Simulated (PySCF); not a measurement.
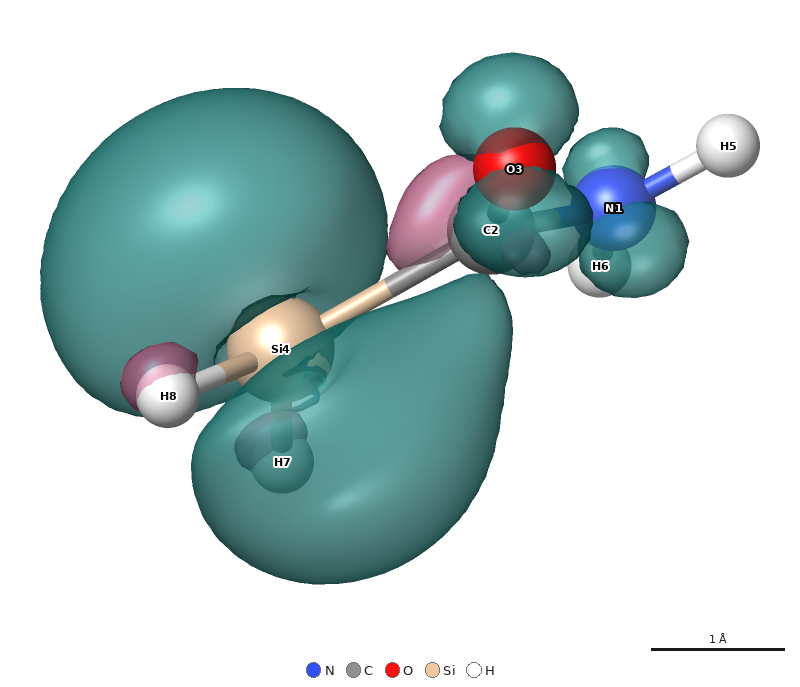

Figure 1: CH4NOSi (SMILES NC(=O)[SiH2]) (doublet). Isosurfaces of the spin density at +0.015 (teal) and −0.015 e/Å³ (pink), seen at an oblique angle.

Geometry: GFN2-xTB.

Level of theory: UKS B3LYP, pcH-1 on C H N O Si, non-relativistic, mean-field spin-orbit, GIAO (PySCF).

```xyz
8

N     1.2838   -0.4455   -0.1839
C     0.3651    0.5370    0.0336
O     0.7053    1.6906    0.2575
Si   -1.4459    0.0878   -0.0995
H     2.2628   -0.2211   -0.1035
H     1.0168   -1.4055   -0.3003
H    -1.7903   -1.3212    0.0244
H    -2.3887    1.0873    0.3472
```

**Where is the unpaired spin?**

The unpaired spin (1 electron) lies mostly on Si4 (about 0.8), in electrons by Hirshfeld's partition.
